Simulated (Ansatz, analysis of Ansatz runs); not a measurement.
# Y4S3N2 (C2/m), V_N hop (3.0 Å): does the barrier depend on the cell? (q = +3)

Aim: the barrier of one jump in Y4S3N2 (C2/m) (V_N hop (3.0 Å), charge +3) in cells of several sizes and samplings, and what each costs. The smallest model is a cell of 36 host atoms with 1 N taken out.

Calculated with Ansatz 0.2.0; plane-wave PAW DFT, PBEsol; nudged elastic band between two relaxed defect structures at fixed charge in a uniform background.

### 1. The structure

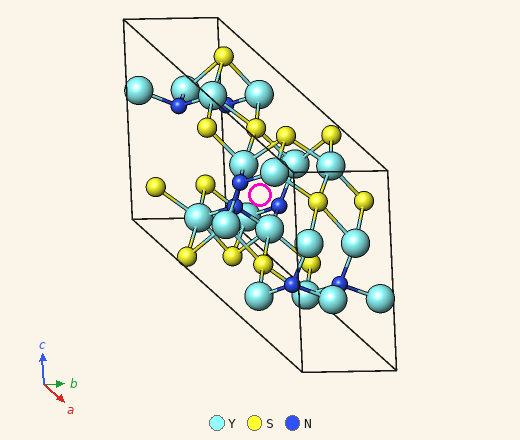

The starting structure, seen slightly off an axis (yttrium teal, sulfur yellow, nitrogen blue). A ring marks the centre wherever it is empty. Some periodic images of atoms are drawn too.

The cell holds 35 atoms: 16 Y, 12 S and 7 N. Its edges and angles: a = 12.778 Å, b = 7.583 Å, c = 9.763 Å, α = 90.0°, β = 128.5°, γ = 90.0°. It derives from Y4S3N2 (space group C2/m). Nearest the centre at fractional (0.250, 0.375, 0.500): N15 at 1.35 Å, Y1 at 1.87 Å, Y21 at 1.92 Å, N33 at 2.93 Å, N17 at 3.06 Å, Y3 at 3.18 Å, Y6 at 3.36 Å, Y19 at 3.36 Å. The cell carries charge +3.

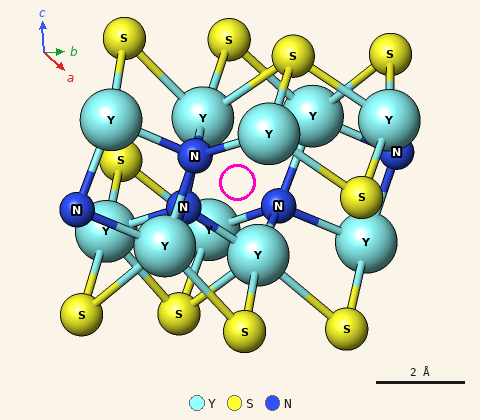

The atoms within 5 Å of the centre. A ring marks the centre wherever it is empty.

Coordinates:

```xyz
35
Lattice="12.7781 0.0000 -0.0248 0.0000 7.5830 0.0000 -6.0606 0.0000 7.6537" Properties=species:S:1:pos:R:3 pbc="T T T"
Y    -0.8019    1.7203    4.9561
Y     5.7118    0.0016    4.9177
Y     1.0475   -0.0002    2.7110
Y     7.3293    1.8797    2.6861
Y     4.7074   -0.0018    1.0338
Y    11.1393    1.8558    1.1409
Y    -4.4157    1.9185    6.5065
Y     1.9960    0.0006    6.5369
S     0.0111    0.0059    0.0384
S     6.4056    1.9586   -0.1510
S    -2.6140   -0.0035    5.9020
S     3.8013    1.9374    6.0218
S     2.8762    1.8812    1.5983
S     9.2774   -0.0010    1.6726
N    -0.2435    2.0034    2.8420
N     6.0397   -0.0003    2.6845
N     0.5676    0.0010    4.8936
N     6.9845    1.8941    4.8697
Y    -0.8039    5.8587    4.9430
Y     5.7001    3.7930    4.8778
Y     1.0242    3.7888    2.3835
Y     7.3309    5.7047    2.6912
Y     4.7065    3.7911    1.0513
Y    11.1402    5.7294    1.1334
Y    -4.4198    5.6726    6.5174
Y     2.2973    3.7937    7.0805
S    -0.0488    3.7893   -0.0305
S     6.4030    5.6218   -0.1548
S    -2.4862    3.7985    5.9070
S     3.8032    5.6503    6.0222
S     2.8831    5.7002    1.6194
S     9.3617    3.7951    1.8271
N    -0.2407    5.5757    2.8320
N     6.0763    3.7890    2.6838
N     6.9848    5.6975    4.8739
```

The cell's shortest repeat is 7.6 Å.

### 2. The band in the smallest cell

In each cell both ends are relaxed first and a climbing-image band joins them. Strain fields of neighbouring copies, and their charges if any, can act otherwise on the top of the path than on its ends, so the barrier may drift with size.

Input file qp3_c36k1s.neb/input.yaml:

```yaml
crystal:
  lattice:
    - [12.77813411, 0.0, -0.02476517]
    - [0.0, 7.58297771, 0.0]
    - [-6.06062451, 0.0, 7.65368011]
  atoms:
    - { symbol: "Y", position: [0.24475188, 0.22686908, 0.64834072] }
    - { symbol: "Y", position: [0.75290301, 0.00020992, 0.6449658] }
    - { symbol: "Y", position: [0.25035795, -2.475e-05, 0.35501677] }
    - { symbol: "Y", position: [0.74117326, 0.247886, 0.35334712] }
    - { symbol: "Y", position: [0.43312401, -0.00024105, 0.13646781] }
    - { symbol: "Y", position: [0.94390193, 0.24473886, 0.15212582] }
    - { symbol: "Y", position: [0.05772602, 0.25300627, 0.85029681] }
    - { symbol: "Y", position: [0.56215428, 8.258e-05, 0.85589995] }
    - { symbol: S, position: [0.00325736, 0.00077235, 0.00502977] }
    - { symbol: S, position: [0.4926941, 0.25829021, -0.01813079] }
    - { symbol: S, position: [0.1614292, -0.00046751, 0.77166094] }
    - { symbol: S, position: [0.67168446, 0.25549229, 0.78895756] }
    - { symbol: S, position: [0.32462883, 0.24807922, 0.20987785] }
    - { symbol: S, position: [0.83096158, -0.00013205, 0.22122702] }
    - { symbol: "N", position: [0.15730552, 0.26419398, 0.37183725] }
    - { symbol: "N", position: [0.6399964, -4.299e-05, 0.35281602] }
    - { symbol: "N", position: [0.34820425, 0.00013089, 0.64050177] }
    - { symbol: "N", position: [0.84967893, 0.24978843, 0.63901175] }
    - { symbol: "Y", position: [0.24377562, 0.77261584, 0.64661835] }
    - { symbol: "Y", position: [0.74950383, 0.50020058, 0.63973644] }
    - { symbol: "Y", position: [0.22820398, 0.49964231, 0.31215121] }
    - { symbol: "Y", position: [0.74161787, 0.75230723, 0.35402017] }
    - { symbol: "Y", position: [0.43413428, 0.49995363, 0.13875989] }
    - { symbol: "Y", position: [0.94350888, 0.75556716, 0.15114509] }
    - { symbol: "Y", position: [0.0580787, 0.74806705, 0.85172348] }
    - { symbol: "Y", position: [0.61951331, 0.5002898, 0.92712127] }
    - { symbol: S, position: [-0.00571935, 0.4997151, -0.00400575] }
    - { symbol: S, position: [0.49225125, 0.7413679, -0.01863794] }
    - { symbol: S, position: [0.1717531, 0.50093044, 0.77233835] }
    - { symbol: S, position: [0.67185781, 0.74512703, 0.78901545] }
    - { symbol: S, position: [0.32648038, 0.75171533, 0.21264162] }
    - { symbol: S, position: [0.84715812, 0.50047327, 0.24146208] }
    - { symbol: "N", position: [0.15689817, 0.7352963, 0.37051987] }
    - { symbol: "N", position: [0.64282256, 0.49966825, 0.35273134] }
    - { symbol: "N", position: [0.84996005, 0.75135932, 0.63955687] }
total_charge: 3
basis:
  ecutwfc: 420
  xc_grid: 2
hamiltonian:
  xc: pbesol
kpoints:
  mp_grid: { grid: [1, 1, 1], shift: [0.25, 0.25, 0.25] }
scf:
  occupations: { method: fixed }
  max_iter: 120
output:
  forces: true
neb:
  images: 3
  f_tol: 0.04
  climbing: true
  initial_path: idpp
  max_iterations: 45
  order_check: false
  final_atoms:
    - { symbol: "Y", position: [0.26507288, 0.24911737, 0.6810787] }
    - { symbol: "Y", position: [0.75157034, -0.00355801, 0.63906909] }
    - { symbol: "Y", position: [0.24948997, -0.02394514, 0.34648901] }
    - { symbol: "Y", position: [0.74374179, 0.24861817, 0.35338494] }
    - { symbol: "Y", position: [0.43519094, 0.00074269, 0.14140615] }
    - { symbol: "Y", position: [0.87383372, 0.24853232, 0.06606911] }
    - { symbol: "Y", position: [0.05908602, 0.24884993, 0.85431947] }
    - { symbol: "Y", position: [0.54961141, -0.00664437, 0.84189624] }
    - { symbol: S, position: [0.00111726, 0.0074395, 0.01185361] }
    - { symbol: S, position: [0.49904979, 0.24911728, -0.0027863] }
    - { symbol: S, position: [0.16711092, -0.0029963, 0.78104777] }
    - { symbol: S, position: [0.646093, 0.24848633, 0.75174513] }
    - { symbol: S, position: [0.32164926, 0.2478409, 0.22107577] }
    - { symbol: S, position: [0.82145102, 0.00376149, 0.20421772] }
    - { symbol: "N", position: [0.33606261, 0.48463061, 0.62149389] }
    - { symbol: "N", position: [0.64323869, -0.0025249, 0.3535302] }
    - { symbol: "N", position: [0.33619426, 0.01326919, 0.62251617] }
    - { symbol: "N", position: [0.85034965, 0.24916452, 0.64039349] }
    - { symbol: "Y", position: [0.2429147, 0.74885116, 0.63816393] }
    - { symbol: "Y", position: [0.75203331, 0.5009246, 0.63978222] }
    - { symbol: "Y", position: [0.24857995, 0.52192058, 0.34491997] }
    - { symbol: "Y", position: [0.74033678, 0.74862628, 0.34818989] }
    - { symbol: "Y", position: [0.43558543, 0.4957841, 0.14283767] }
    - { symbol: "Y", position: [0.93102798, 0.74875376, 0.13720996] }
    - { symbol: "Y", position: [0.06016127, 0.74899368, 0.85671279] }
    - { symbol: "Y", position: [0.54941358, 0.5040674, 0.84112445] }
    - { symbol: S, position: [0.00072954, 0.49048792, 0.01140392] }
    - { symbol: S, position: [0.49007676, 0.74809353, -0.0118121] }
    - { symbol: S, position: [0.16887498, 0.50069156, 0.78364207] }
    - { symbol: S, position: [0.66239108, 0.74904572, 0.77215121] }
    - { symbol: S, position: [0.33236818, 0.7492256, 0.22221119] }
    - { symbol: S, position: [0.82161364, 0.4933698, 0.20424936] }
    - { symbol: "N", position: [0.14491376, 0.74859924, 0.35254946] }
    - { symbol: "N", position: [0.64355465, 0.49894915, 0.35408431] }
    - { symbol: "N", position: [0.85327411, 0.74887716, 0.64037758] }
```

Started as:

```
$ ansatz run input.yaml --threads 32 --pin off --max-ram 84787MiB --backend cuda --events-out ev --progress --plain --runs-dir out --max-vram 78GiB
```

Numbers of over 12 decimals in the logs are rounded to 6 here.

The log of the run:

```text
[... repeated set-up lines and file paths are left out, and long positions are rounded to six places ...]
Warning: neb: disabling space-group detection — the band's intermediate images generally break the endpoint symmetry, so the full k-mesh is solved, and no spatial operation symmetrises the density, ex [...]
Engine: ansatz 0.2.0, aarch64-unknown-linux-gnu
[...]
Pseudopotential: Y, paw, valence charge 11, recommended cutoff 420 eV (normal), Y.paw.azcp
Pseudopotential: S, paw, valence charge 6, recommended cutoff 420 eV (normal), S.paw.azcp
Pseudopotential: N, paw, valence charge 5, recommended cutoff 420 eV (normal), N.paw.azcp
Functional definition: PBEsol
[...]
Crystal: 35 atoms, lattice volume = 740.475 Å³
Basis set: ecut = 420 eV, 14481 PW (Γ), exchange–correlation on 180×108×144 points (8 copies of the dense FFT grid, shifted against one another)
Bands: 175, of which v1, the nominal top of the filled ones, is band 140 counted from 1 (139 counted from 0)
[...]
k-points: 1
[...]
Functional: x = pbesol(κ = 0.804, μ = 0.123457), c = pbesol(β = 0.046)
SCF iter   1: F=—  HF=-74088.159576 eV  |F-HF|=—  |Δ(HF+E_count)|=         —  Δρ=1.10e-2  dr2=2.45e0  ethr=1.77e-3  ⟨swp⟩=4.0  Hψ=499  notcnv=0  defer=32
[...]
SCF iter   2: F=—  HF=-74087.487869 eV  |F-HF|=—  |Δ(HF+E_count)|=   6.72e-1  Δρ=5.06e-3  dr2=4.03e-1  ethr=8.75e-4  ⟨swp⟩=3.0  Hψ=232  notcnv=0  defer=33
[...]
SCF iter  12: F=-74087.353109 eV  HF=-74087.353109 eV  |F-HF|=4.73e-9  |Δ(HF+E_count)|=   6.26e-8  Δρ=1.04e-6  dr2=1.66e-8  ethr=3.57e-11  ⟨swp⟩=4.0  Hψ=478  notcnv=0
SCF 1 converged in 12 iterations: F = -74087.353109 eV  dr2 = 1.66e-8
[...]
SCF 11 converged in 10 iterations: F = -74086.283780 eV  dr2 = 9.90e-8
[...]
SCF 45 converged in 8 iterations: F = -74086.494557 eV  dr2 = 1.67e-8
[...]
SCF converged after 7 iterations
[...]
--- NEB band (5 images, 16 band iterations, 373 SCF iterations) ---
  forward barrier  = 2.060088 eV
  backward barrier = 2.060176 eV
  climbing image's point = of an order that was not read
  energies are F+E_penalty+E_count in eV, relative to image 0
  image     s (Å)  Δ vs image 0  max|band force component| (eV/Å)
      0    0.0000      0.000000                                 —
      1    0.8898      1.151177                          3.339e-2
  *   2    1.7863      2.060088                          3.059e-2
      3    2.6324      0.858553                          2.747e-2
      4    3.4788     -0.000088                                 —
  climbing-image geometry (image 2):
  cell:  # Å, volume = 740.4752 Å³
    - [12.77813411, 0.0, -0.02476517]
    - [0.0, 7.58297771, 0.0]
    - [-6.06062451, 0.0, 7.65368011]
  atoms:
    - { symbol: Y, position: [0.260606, 0.229740, 0.682351] }
    - { symbol: Y, position: [0.751830, -0.002657, 0.640045] }
    - { symbol: Y, position: [0.262539, 0.012988, 0.374036] }
    - { symbol: Y, position: [0.742656, 0.250212, 0.353096] }
    - { symbol: Y, position: [0.434593, 0.003042, 0.137913] }
    - { symbol: Y, position: [0.895434, 0.248247, 0.091715] }
    - { symbol: Y, position: [0.057798, 0.249763, 0.852074] }
    - { symbol: Y, position: [0.557735, -0.012528, 0.857308] }
    - { symbol: S, position: [0.005738, 0.009792, 0.013876] }
    - { symbol: S, position: [0.500133, 0.254108, -0.004370] }
    - { symbol: S, position: [0.157288, -0.009908, 0.773502] }
    - { symbol: S, position: [0.661875, 0.243127, 0.774602] }
    - { symbol: S, position: [0.318977, 0.251600, 0.204028] }
    - { symbol: S, position: [0.828871, 0.005619, 0.216264] }
    - { symbol: N, position: [0.279735, 0.345194, 0.505730] }
    - { symbol: N, position: [0.643033, -0.001376, 0.351966] }
    - { symbol: N, position: [0.347346, -0.013499, 0.649357] }
    - { symbol: N, position: [0.848699, 0.249443, 0.638940] }
[...]
- { symbol: Y, position: [0.434368, 0.502035, 0.143749] }
    - { symbol: Y, position: [0.938472, 0.758809, 0.144582] }
    - { symbol: Y, position: [0.057978, 0.746963, 0.856503] }
    - { symbol: Y, position: [0.575494, 0.495402, 0.868496] }
    - { symbol: S, position: [-0.006148, 0.497233, 0.001255] }
    - { symbol: S, position: [0.488450, 0.735631, -0.017608] }
    - { symbol: S, position: [0.171253, 0.499782, 0.782653] }
    - { symbol: S, position: [0.660823, 0.743336, 0.772332] }
    - { symbol: S, position: [0.335692, 0.766035, 0.225094] }
    - { symbol: S, position: [0.817121, 0.499626, 0.197180] }
    - { symbol: N, position: [0.149120, 0.761061, 0.359637] }
    - { symbol: N, position: [0.643626, 0.500032, 0.354475] }
    - { symbol: N, position: [0.850968, 0.749051, 0.639624] }
[...]
```

Wall time 10 s (1 × NVIDIA GB200 with 32 threads of Arm Neoverse V2, shared host); peak memory 1.7 GiB.

Reading the cycles: dr2 is the Hartree energy of the density residual (eV), the measure of convergence; HF is the Harris–Foulkes estimate of the energy, which meets the free energy F at convergence.

Images along the path:

```csv
image,path (Å),energy (eV),"N15: x, y, z (Å)"
0,0.000,0.0000,"-0.243, 2.003, 2.842"
1,0.890,1.1510,"0.089, 2.261, 3.290"
2,1.786,2.0600,"0.509, 2.618, 3.864"
3,2.632,0.8580,"0.661, 3.123, 4.387"
4,3.479,0.0000,"0.528, 3.675, 4.748"
```

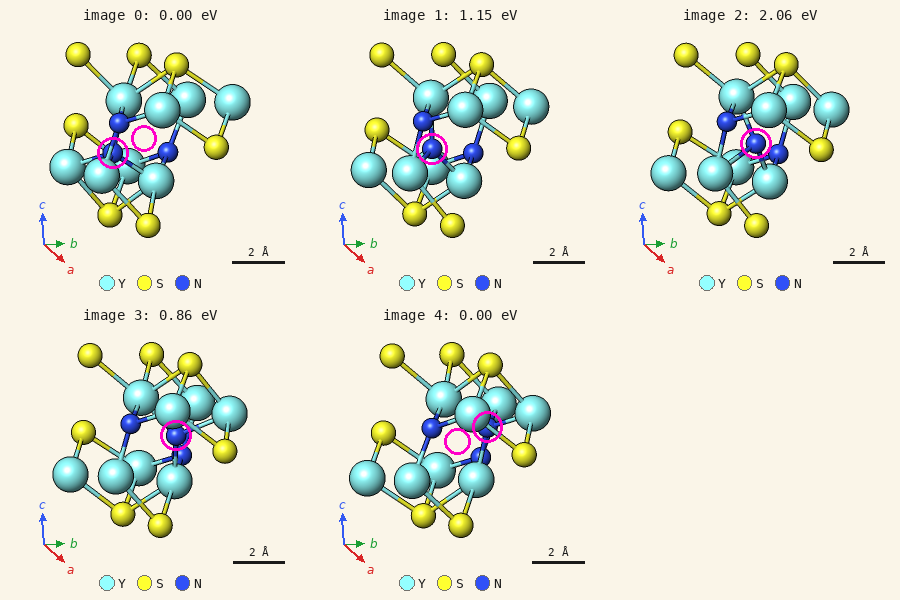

Images along the path; N15 is ringed. A ring with no atom in it marks the empty centre.

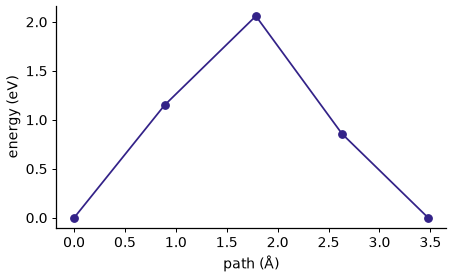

Energy along the path.

### 3. The series

The other cells are run alike, on 1 × NVIDIA GB200 with 32 threads of Arm Neoverse V2, shared host.

```csv
host atoms,shortest repeat (Å),k-points,forward (eV),backward (eV),hop length (Å),iterations,time of the band,peak memory (GiB)
36,7.6,"one point at (¼, ¼, ¼)",2.060,2.060,2.65,16,10 s,1.7
54,9.8,"one point at (¼, ¼, ¼)",2.149,2.149,2.68,13,13 s,2.2
108,11.4,"one point at (¼, ¼, ¼)",1.931,1.931,2.76,6,19 s,3.3
```

Energies along each band (eV from the start):

```csv
host atoms,k-points,energies
36,"one point at (¼, ¼, ¼)","0.000, 1.151, 2.060, 0.859, 0.000"
54,"one point at (¼, ¼, ¼)","0.000, 1.157, 2.149, 0.870, 0.000"
108,"one point at (¼, ¼, ¼)","0.000, 0.916, 1.931, 0.845, 0.000"
```

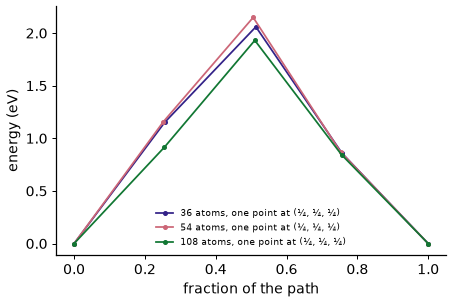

The bands, by cell.

### 4. Summary of results

| Property | Result |
| --- | --- |
| barrier, 36 atoms, one point at (¼, ¼, ¼) | 2.060 eV |
| barrier, 54 atoms, one point at (¼, ¼, ¼) | 2.149 eV |
| barrier, 108 atoms, one point at (¼, ¼, ¼) | 1.931 eV |

In words: The largest cell gives a barrier of 1.93 eV and the first set-up 2.06 eV; over the series the values spread by 0.22 eV. The last two differ by 0.218 eV, so the series has not settled. One k-point samples cells of unlike shape differently, so the spread mixes size with sampling. The time of one iteration grows about as the number of atoms to the power 1.5, on shared hosts. No image-charge correction is applied. The order of the top as a saddle was not checked for all atoms, so a bent path could be lower. Limits: one k-point off the zone centre stands for the whole zone.

[Logs are printed without paths, hosts, clocks, repeated set-up lines and the standing remarks that a program may print on its own settings, such as how far it seeks lower states.]

[Hosts, paths, dates, database ids (printed as entryN), source tags and the programs' standing remarks are cut or masked in the printed files.]
